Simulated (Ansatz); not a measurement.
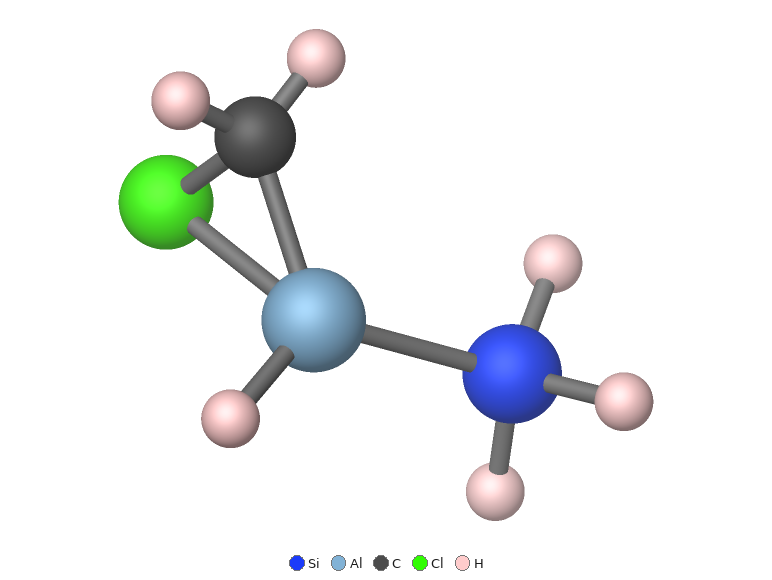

Ball-and-stick drawing of a structure.

Computed geometry: PBE0-D4/def2-TZVP optimisation.

**What is the molecular formula?**

CH6AlClSi, 10 atoms: 1 carbon, 6 hydrogen, 1 aluminium, 1 chlorine and 1 silicon.

**How many atoms are distinct by symmetry?**

10: 1 Si, 1 Al, 1 C, 1 Cl, 1 H, 1 H, 1 H, 1 H, 1 H, 1 H.

The parts below concern this one geometry. Atoms keep their numbers from picture to picture.

## Dipole moment

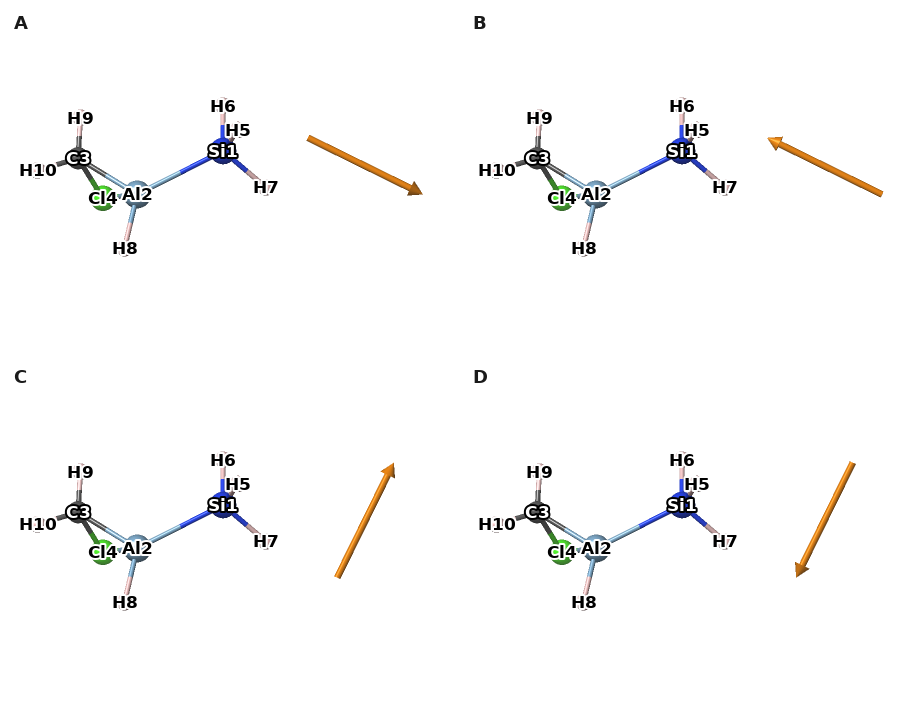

The same molecule four times, each with an arrow. Level of theory: RKS PBE-D4/def2-TZVPP (Ansatz 0.2.0).

**Which arrow points along the dipole moment, from the negative to the positive end?**

B. The dipole moment is 1.76 D; it points from the side of H7 to the side of H10 (the outermost atoms at the two ends).

## Vibrations

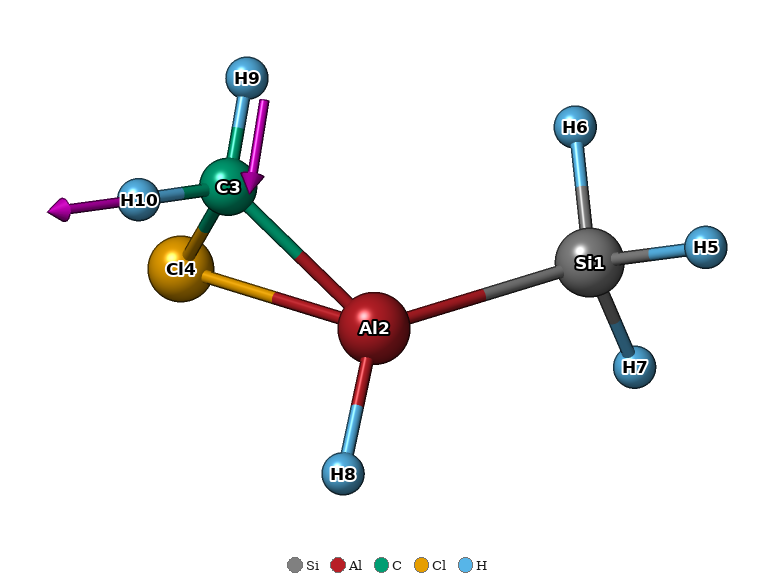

The arrows show one normal mode. Harmonic vibrations computed with RKS PBE0-D4/def2-TZVP (Ansatz 0.2.0) at a stationary point of the same level.

**Describe the motion.**

Mostly out-of-phase stretching of 2 C–H bonds.

**Estimate its harmonic wavenumber.**

3208 cm⁻¹; it is mode 24 of 24 counted from the lowest.

## Charges

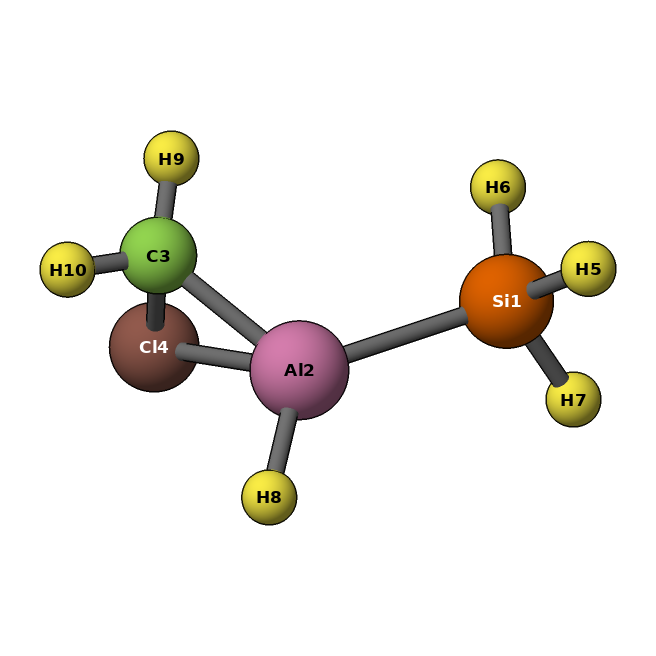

The questions are on Mulliken charges. Properties computed with RKS PBE0-D4/def2-TZVP (Ansatz 0.2.0).

**Which atom carries the highest charge (most positive or least negative)?**

Al2 (0.41 e).

**And the lowest?**

C3 (−0.36 e).

List the Mulliken charges.

| atom | value (e) |
| --- | --- |
| Si1 | −0.13 |
| Al2 | 0.41 |
| C3 | −0.36 |
| Cl4 | −0.09 |
| H5 | −0.02 |
| H6 | −0.02 |
| H7 | −0.02 |
| H8 | −0.10 |
| H9 | 0.16 |
| H10 | 0.16 |

Mulliken values depend strongly on the basis set and can even reverse the polarity of a bond.
